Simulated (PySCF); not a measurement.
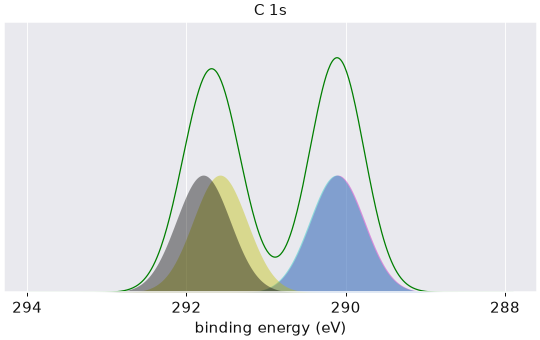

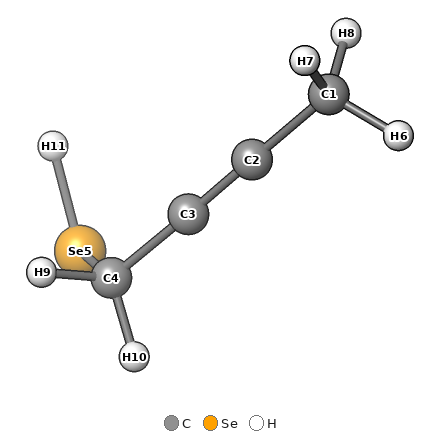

Simulated XPS of C₄H₆Se, SMILES CC#CC[SeH]. Vertical core-electron binding energies by ΔSCF (SCAN, pcX-2 on the ionised atom, pcseg-1 elsewhere, spin-free X2C; PySCF 2.14.0, at a PBE0-D3(BJ)/def2-SVP geometry (no frequency check)), gas phase, against the vacuum level. One atom of each kind was ionised; within a panel, areas follow the number of like atoms, Gaussians of 0.8 eV full width. Only the regions named are shown. Lines closer than the width merge in the curve.

**Which atoms give which peak?**

```csv
level,atoms,binding energy (eV)
C 1s,C4,291.8
C 1s,C1,291.6
C 1s,C3,290.1
C 1s,C2,290.1
```

**How large is the chemical shift across the C 1s region?**

1.7 eV, from C2 at 290.1 eV to C4 at 291.8 eV.
